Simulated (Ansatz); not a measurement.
# BH2O (SMILES [BH]O) at UCCSDTQ/STO-3G

Aim: the vertical ionisation energy of BH2O at UCCSDTQ/STO-3G, from 2 runs. 

Program for the calculation: Ansatz 0.2.0.

58 further runs of the same task are left out: 58 set aside as unsound or not needed.

### 1 The structure to begin with

BH2O has 4 atoms, charge 0, and is taken as a doublet. SMILES: `[BH]O`. The shape is that of a PBE0-D4/def2-TZVP optimisation.

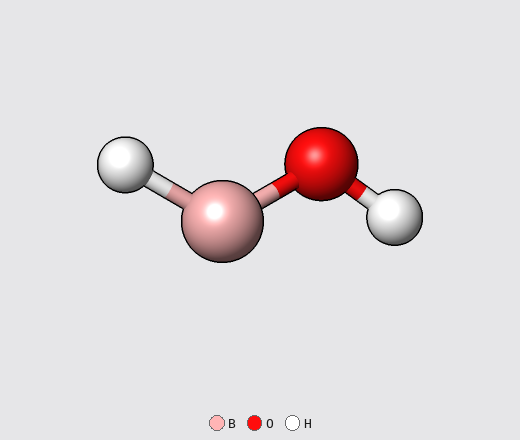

Viewed from a chosen angle; boron pink, oxygen red, hydrogen white.

### 2 The energy at UCCSDTQ/STO-3G

Contents of job.yaml:

```yaml
crystal:
  periodic: [false, false, false]
  atoms:
    - {symbol: B, position_ang: [-0.006100, -0.485500, 0.388300]}
    - {symbol: O, position_ang: [0.119700, 0.544500, -0.448600]}
    - {symbol: H, position_ang: [-1.064200, -1.032400, 0.540300]}
    - {symbol: H, position_ang: [1.006100, 0.913200, -0.500300]}
basis:
  gaussian: {orbitals: STO-3G}
magnetization: {spin_polarized: true, initial_magnetization: 1}
correlation: {method: ccsdtq, frozen_orbitals: {B: 1, H: 0, O: 1}}
accuracy: high
scf: {omitted_lower_state_checks: [cluster_reference, increment]}
```

Started as:

```sh
$ ansatz run job.yaml --threads 1 --pin off --max-ram 2610MiB --events-out events.jsonl --progress --plain --runs-dir runs
```

Log:

```text
Warning: RAYON_NUM_THREADS=1 ignored (pool sized by the plan → 1); use --threads N
Functional definition: HF
  name "HF"
  exchange = exact_x
  correlation = 0
these checks for a lower state are left out or cut short: cluster_reference, increment
187 factors; integrals over basis functions are off by at most 2.2e-8 eV
mean field evaluation 1: about -2701.3508 eV, gradient 1.2e1 eV
mean field evaluation 2: about -2701.3957 eV, gradient 1.2e1 eV
mean field evaluation 4: about -2702.7072 eV, gradient 2.0e0 eV
mean field evaluation 8: about -2702.7862 eV, gradient 4.1e-4 eV
mean field -2702.78526141 eV, -99.3255263430 hartree, gradient 2.7e-8 eV, S^2 0.754391; 0 other end points of the search recorded, 0 dependent functions left out
2 core orbitals not correlated: weight in the atoms' cores, before any rotation towards them, 1.000 or more for the frozen orbitals, at most 0.000 for the correlated occupied ones
reference -2702.78526141 eV, -99.3255263430 hartree; 6, 5 occupied and 4, 5 virtual orbitals, 187 factors
second order -1.93963843 eV of doubles, -0.00000000 eV of singles
cycle   1  -2.19451558 eV  change   -2.5e-1 eV  update   8.4e-2
cycle   2  -2.43047857 eV  change   -2.4e-1 eV  update   3.7e-2
cycle   3  -2.55496792 eV  change   -1.2e-1 eV  update   2.3e-2
cycle   4  -2.57268827 eV  change   -1.8e-2 eV  update   8.2e-3
cycle   5  -2.57416663 eV  change   -1.5e-3 eV  update   4.9e-3
cycle   6  -2.57480730 eV  change   -6.4e-4 eV  update   2.3e-3
cycle   7  -2.57612914 eV  change   -1.3e-3 eV  update   1.6e-3
cycle   8  -2.57647930 eV  change   -3.5e-4 eV  update   6.3e-4
cycle   9  -2.57650087 eV  change   -2.2e-5 eV  update   2.3e-4
cycle  10  -2.57661374 eV  change   -1.1e-4 eV  update   8.8e-5
cycle  11  -2.57663486 eV  change   -2.1e-5 eV  update   4.0e-5
cycle  12  -2.57663720 eV  change   -2.3e-6 eV  update   2.1e-5
cycle  13  -2.57662988 eV  change    7.3e-6 eV  update   6.7e-6
cycle  14  -2.57662499 eV  change    4.9e-6 eV  update   3.2e-6
cycle  15  -2.57662416 eV  change    8.4e-7 eV  update   9.7e-7
cycle  16  -2.57662435 eV  change   -2.0e-7 eV  update   4.3e-7
cycle  17  -2.57662479 eV  change   -4.3e-7 eV  update   2.1e-7
cycle  18  -2.57662491 eV  change   -1.2e-7 eV  update   1.1e-7
cycle  19  -2.57662493 eV  change   -2.4e-8 eV  update   6.7e-8
cycle  20  -2.57662495 eV  change   -1.7e-8 eV  update   3.5e-8
cycle  21  -2.57662496 eV  change   -1.2e-8 eV  update   2.2e-8
cycle  22  -2.57662497 eV  change   -1.3e-8 eV  update   1.5e-8
cycle  23  -2.57662498 eV  change   -1.1e-8 eV  update   1.1e-8
cycle  24  -2.57662499 eV  change   -2.6e-9 eV  update   3.4e-9
cycle  25  -2.57662499 eV  change   2.5e-11 eV  update   1.8e-9
cycle  26  -2.57662499 eV  change  -6.1e-12 eV  update  7.8e-10
Total energy: -2705.36188639 eV, -99.4202155648 hartree
Checks for a lower state left out: cluster_reference, increment
```

It took 12 s on 1 thread of Arm Neoverse V2, shared host; peak memory 0.17 GiB.

### 3 The singlet cation at the same level

Contents of job.yaml:

```yaml
crystal:
  periodic: [false, false, false]
  atoms:
    - {symbol: B, position_ang: [-0.006100, -0.485500, 0.388300]}
    - {symbol: O, position_ang: [0.119700, 0.544500, -0.448600]}
    - {symbol: H, position_ang: [-1.064200, -1.032400, 0.540300]}
    - {symbol: H, position_ang: [1.006100, 0.913200, -0.500300]}
basis:
  gaussian:
    orbitals: STO-3G
total_charge: 1
correlation:
  method: ccsdtq
  frozen_orbitals: {B: 1, H: 0, O: 1}
accuracy: high
scf:
  omitted_lower_state_checks: [cluster_reference, increment]
```

Started as:

```sh
$ ansatz run job.yaml --threads 1 --pin off --max-ram 2610MiB --events-out events.jsonl --progress --plain --runs-dir runs
```

Log:

```text
Warning: RAYON_NUM_THREADS=1 ignored (pool sized by the plan → 1); use --threads N
Functional definition: HF
  name "HF"
  exchange = exact_x
  correlation = 0
these checks for a lower state are left out or cut short: cluster_reference, increment
187 factors; integrals over basis functions are off by at most 2.2e-8 eV
mean field evaluation 1: about -2691.7802 eV, gradient 3.7e1 eV
mean field evaluation 2: about -2691.7995 eV, gradient 3.7e1 eV
mean field evaluation 4: about -2696.5349 eV, gradient 2.1e0 eV
mean field evaluation 8: about -2696.5592 eV, gradient 5.7e-2 eV
mean field -2696.55917442 eV, -99.0967218663 hartree, gradient 1.3e-8 eV, S^2 0.000000; 0 other end points of the search recorded, 0 dependent functions left out
2 core orbitals not correlated: weight in the atoms' cores, before any rotation towards them, 1.000 or more for the frozen orbitals, at most 0.000 for the correlated occupied ones
reference -2696.55917442 eV, -99.0967218663 hartree; 5, 5 occupied and 5, 5 virtual orbitals, 187 factors
second order -2.85049982 eV of doubles, -0.00000000 eV of singles
cycle   1  -2.86354196 eV  change   -1.3e-2 eV  update   1.5e-1
cycle   2  -3.31833608 eV  change   -4.5e-1 eV  update   9.9e-2
cycle   3  -3.49796315 eV  change   -1.8e-1 eV  update   4.0e-2
cycle   4  -3.54659176 eV  change   -4.9e-2 eV  update   2.1e-2
cycle   5  -3.55153050 eV  change   -4.9e-3 eV  update   5.7e-3
cycle   6  -3.55175810 eV  change   -2.3e-4 eV  update   2.4e-3
cycle   7  -3.55456001 eV  change   -2.8e-3 eV  update   1.3e-3
cycle   8  -3.55391684 eV  change    6.4e-4 eV  update   5.0e-4
cycle   9  -3.55381211 eV  change    1.0e-4 eV  update   2.2e-4
cycle  10  -3.55406234 eV  change   -2.5e-4 eV  update   7.5e-5
cycle  11  -3.55401042 eV  change    5.2e-5 eV  update   5.0e-5
cycle  12  -3.55399885 eV  change    1.2e-5 eV  update   2.1e-5
cycle  13  -3.55399678 eV  change    2.1e-6 eV  update   5.3e-6
cycle  14  -3.55398630 eV  change    1.0e-5 eV  update   3.5e-6
cycle  15  -3.55398503 eV  change    1.3e-6 eV  update   9.3e-7
cycle  16  -3.55398546 eV  change   -4.3e-7 eV  update   4.8e-7
cycle  17  -3.55398601 eV  change   -5.5e-7 eV  update   2.9e-7
cycle  18  -3.55398600 eV  change    5.4e-9 eV  update   1.2e-7
cycle  19  -3.55398597 eV  change    3.8e-8 eV  update   4.5e-8
cycle  20  -3.55398593 eV  change    3.6e-8 eV  update   3.2e-8
cycle  21  -3.55398590 eV  change    3.0e-8 eV  update   2.0e-8
cycle  22  -3.55398589 eV  change    9.6e-9 eV  update   1.3e-8
cycle  23  -3.55398589 eV  change    3.7e-9 eV  update   5.8e-9
cycle  24  -3.55398588 eV  change    4.7e-9 eV  update   3.4e-9
cycle  25  -3.55398588 eV  change    2.1e-9 eV  update   1.2e-9
cycle  26  -3.55398588 eV  change  -8.5e-10 eV  update  7.5e-10
cycle  27  -3.55398588 eV  change   1.5e-12 eV  update  2.5e-10
Total energy: -2700.11316030 eV, -99.2273284385 hartree
Checks for a lower state left out: cluster_reference, increment
```

It took 0.92 s on 1 thread of Arm Neoverse V2, shared host.

### 4 Results

At UCCSDTQ/STO-3G, 2 core orbitals frozen:

| quantity | value |
| --- | --- |
| doublet BH2O: total energy | -99.42022 Eh |
| doublet BH2O: correlation energy (2 core orbitals frozen) | -94.7 mEh |
| doublet BH2O: ⟨S²⟩ of the reference determinant | 0.754 |
| doublet BH2O: T1 diagnostic | 0.020 |
| singlet cation: total energy | -99.22733 Eh |
| singlet cation: correlation energy (2 core orbitals frozen) | -130.6 mEh |
| singlet cation: T1 diagnostic | 0.031 |
| vertical ionisation energy (to the singlet cation) | 5.249 eV |

**Reading.** The vertical ionisation energy comes to 5.25 eV (121 kcal/mol). Only the singlet of the ionised species was computed; a triplet could lie lower. In a minimal basis such a difference can be off by several eV, whatever the method.
